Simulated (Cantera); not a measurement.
Input: 1 mol trisilylamine, 25 mol N2, 89 mol H2, 0.39 mol CO2, equilibrated at 113 Torr.

Method: chemical equilibrium by Gibbs-energy minimisation in Cantera with the NASA 1993 tables (ideal gas, pure condensed phases). Candidate condensed phases: C, C6H6, C7H8, C8H18, H2O, Si, SiC, SiO2, Si2N2O, Si3N4; 151 gas species. The feed counts by its element totals alone. Mutual solubility and eutectic melting of coexisting phases are not modelled. Kinetics and transport are ignored.

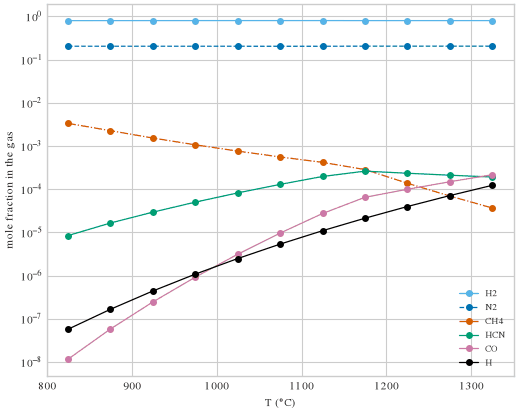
Equilibrium gas composition (values under 1e-9 drawn at 1e-9)

Problem. Read off the mole fractions at 1175 °C.

Solution. H2 about 0.80, N2 about 0.20, CH4 about 0.00028, HCN about 0.00026, CO about 6.5e-5, H about 2.1e-5.
